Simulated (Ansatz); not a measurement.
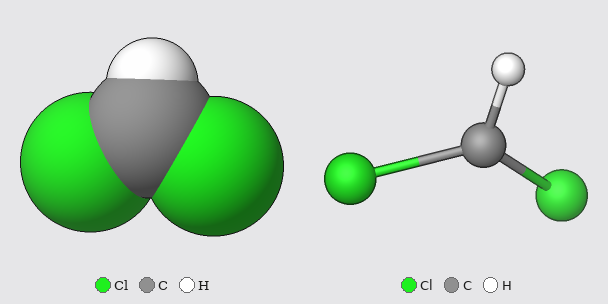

Both panels show the same species.

The species is neutral and a spin doublet.

What is the molecular formula?

CHCl2, 4 atoms: 1 carbon, 1 hydrogen and 2 chlorine.

Count the bonded pairs by element.

2 C–Cl, 1 C–H. Sticks follow a distance rule.

How many sets of symmetry-equivalent atoms are there?

3: 2 Cl, 1 C, 1 H.

Give the symmetry (Schoenflies symbol).

Cs.

More results for the same structure follow; atom numbers are the same in all pictures, views and colours differ. Computed geometry: PBE0-D4/def2-TZVP optimisation. No frequency run is at hand to confirm it as a minimum.

## Charges

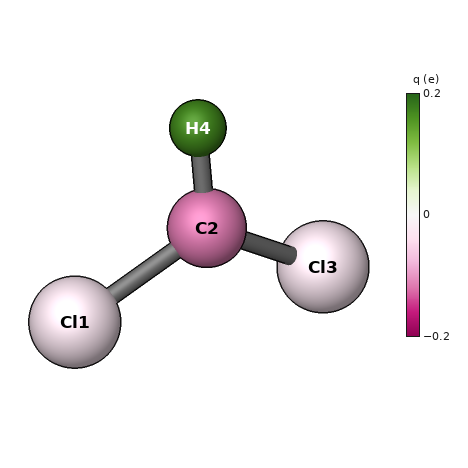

Atoms are coloured by their Mulliken charges. No frequency run is at hand to confirm it as a minimum. Level of theory: UKS PBE0-D4/def2-TZVP (Ansatz 0.2.0).

Give the Mulliken charges atom by atom.

```json
{"atom": "Cl1", "value (e)": "−0.03"}
{"atom": "C2", "value (e)": "−0.12"}
{"atom": "Cl3", "value (e)": "−0.03"}
{"atom": "H4", "value (e)": "0.17"}
```

## Dipole moment

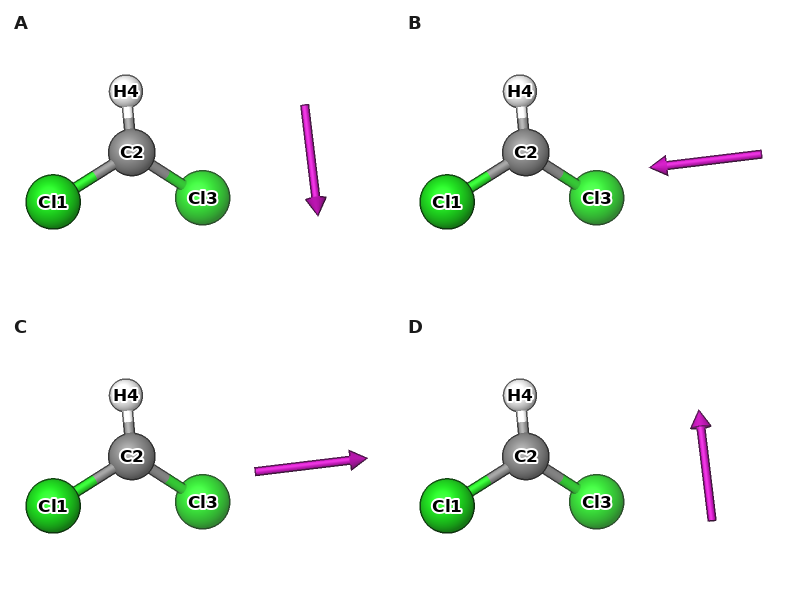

The same molecule four times, each with an arrow. No frequency run is at hand to confirm it as a minimum. Level of theory: UKS PBE0-D4/def2-TZVP (Ansatz 0.2.0).

Which arrow points along the dipole moment, from the negative to the positive end?

D. The dipole moment is 0.90 D; it points from the side of Cl1, Cl3 to the side of H4 (the outermost atoms at the two ends).

## Electronic properties

No frequency run is at hand to confirm it as a minimum. Level of theory: UHF-CCSD(T), frozen core/def2-TZVPP (Ansatz 0.2.0).

What is the ⟨S²⟩ of the determinant?

0.770.

What is the T1 diagnostic?

0.016.

Mulliken values depend strongly on the basis set and can even reverse the polarity of a bond.
